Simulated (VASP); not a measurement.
Energy against volume of CaO (rock salt). Level of theory: TPSS meta-GGA, VASP's PBE PAW potentials (set 64) (plane waves; VASP).

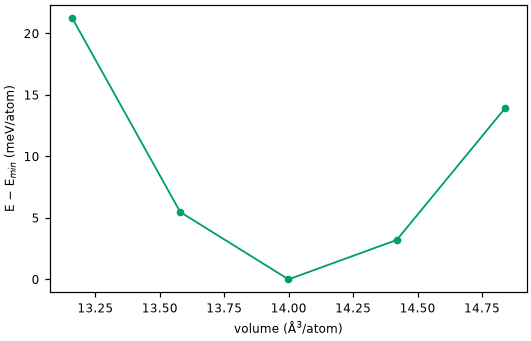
Figure: Energy against volume

Task: Estimate the equilibrium volume and the bulk modulus.

Result: The minimum lies near 14.0 Å³/atom, and the curvature gives B0 of about 110 GPa.

Measured: a 4.781 Å at 0 K (computed value off by +0.9 %), as given by Wei Chen et al., Physical Review Materials (2018), doi:10.1103/physrevmaterials.2.073803 [zero-point anharmonic expansion removed].

The compound is CaO in the rock salt structure. It was relaxed first.
